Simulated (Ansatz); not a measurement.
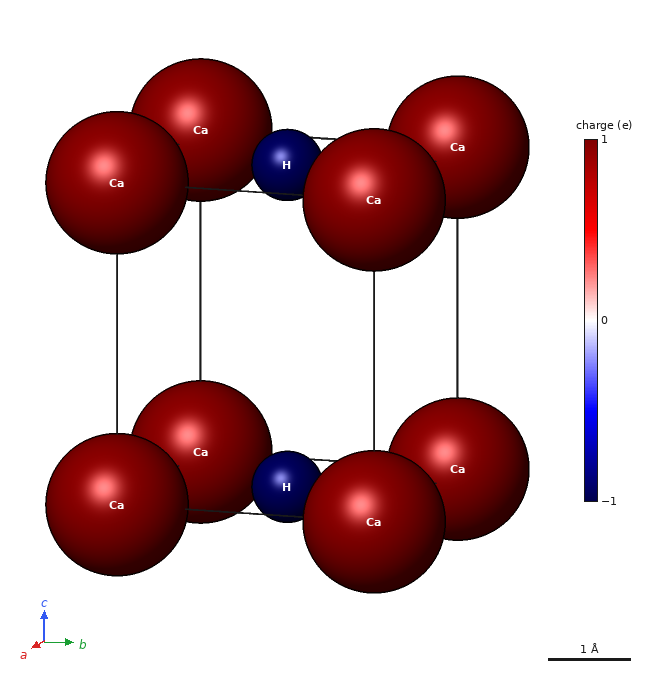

This spheres-only model is shown slightly off an axis. Atoms at the boundary of the simulation cell (the box) are drawn once for each face, edge or corner they touch. The atoms of this CaH cell are coloured by their Bader charge.

All computed values are from DFT PBE, scalar-relativistic, plane waves, PAW in Ansatz 0.2.0. Settings: 420 eV cutoff, a 16×16×14 sampling of the Brillouin zone, Gaussian smearing of 0.1 eV, no spin polarisation.

> Give the charges by element.

Most positive: Ca; most negative: H. Charges: about Ca +0.9 e; H -0.9 e.

The model was built from a random cell made by a generator, so it need not be a real form of the compound. Earlier steps of the study may have refined or changed the cell and positions. It was run through Ansatz as a DFT input.
